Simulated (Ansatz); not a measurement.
**CH5AlO: density, localisation and related maps**

The calculation's input:

```
crystal:
  periodic: [false, false, false]
  atoms:
    - { symbol: Al, position_ang: [0.0, 0.0, 0.0] }
    - { symbol: H, position_ang: [0.0, 0.0, 1.56] }
    - { symbol: O, position_ang: [1.5415, 0.0, -0.89] }
    - { symbol: H, position_ang: [1.8414, -0.9519, -1.0449] }
    - { symbol: C, position_ang: [-1.706, 0.0, -0.985] }
    - { symbol: H, position_ang: [-2.2662, -0.9305, -0.7558] }
    - { symbol: H, position_ang: [-2.3102, 0.8797, -0.6796] }
    - { symbol: H, position_ang: [-1.5043, 0.0508, -2.0753] }
basis:
  gaussian: { orbitals: def2-SVP }
hamiltonian:
  xc: pbe
  dispersion: d4
relax:
  f_tol: 0.02
  max_steps: 40
output:
  orbitals: {}
```

Run with:

```sh
ansatz run input.yaml --threads 1 --pin off --max-ram 2048MiB --backend cpu --events-out ev --progress --plain --runs-dir out
```

The fields are those of the run's last geometry, not of the input's.

Method: RKS PBE-D4/def2-SVP in Ansatz.

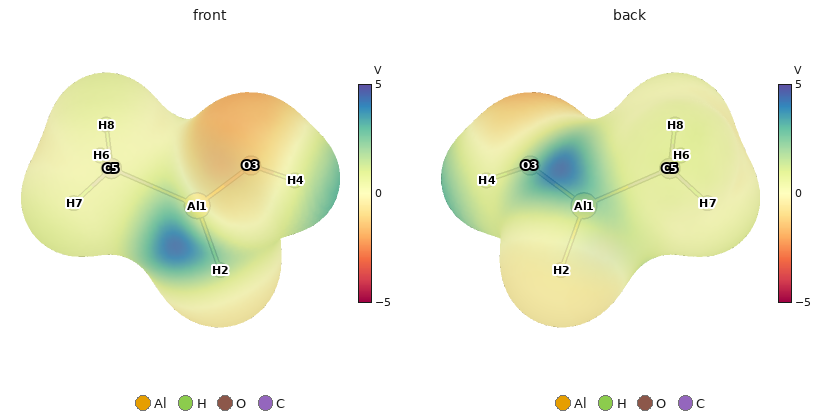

Figure 1. The electrostatic potential painted on the density surface at 0.004 e/bohr³, seen from the front and from behind; red is negative and blue positive.

> Where is the surface potential most negative and most positive?

The most negative region (about −1.8 V) lies over O3, the most positive (about +4.2 V) over Al1. O3 is the likeliest acceptor of a hydrogen bond.

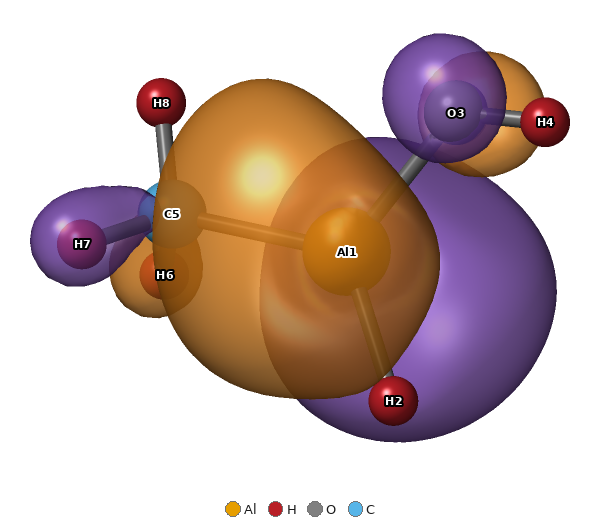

Figure 2. One frontier orbital at ±0.1 Å⁻³ᐟ² (orange and purple are the two phases), seen at a tilt.

> Which orbital is it: HOMO or LUMO?

The LUMO, at −1.11 eV. Its weight (Hirshfeld) is mainly on Al1 (about 70 %), O3 (about 10 %) and C5 (about 5 %).

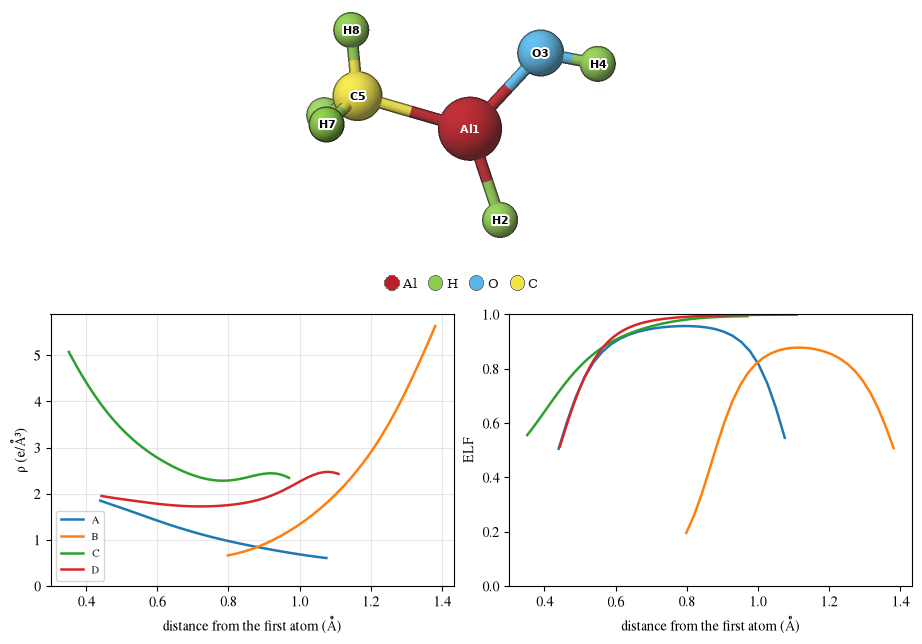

Figure 3. Electron density and ELF along straight lines between neighbouring atoms. The curves leave out the atomic cores. The structure is drawn too.

> Which curve belongs to which contact (Al–O, C–Al, C–H and O–H)? The first atom named is at distance zero.

Curve A: C–Al (1.95 Å): ρ at the midpoint is about 0.72 e/Å³; the ELF peaks at about 0.95 between the atoms: a shared but strongly polarised pair. Curve B: Al–O (1.73 Å): ρ at the midpoint is about 0.8 e/Å³; the ELF peaks at about 0.90 in the valence shell of O, 0.6 Å from its nucleus, and is about 0.45 at the midpoint. Curve C: O–H (0.97 Å): the density is about 3.5 e/Å³ at the midpoint; the ELF climbs to about 1 towards the hydrogen, as it does in any bond to H; a covalent bond by its length. Curve D: C–H (1.11 Å): ρ at the midpoint is about 1.8 e/Å³; the ELF climbs to about 1 towards the hydrogen; a covalent bond by its length.
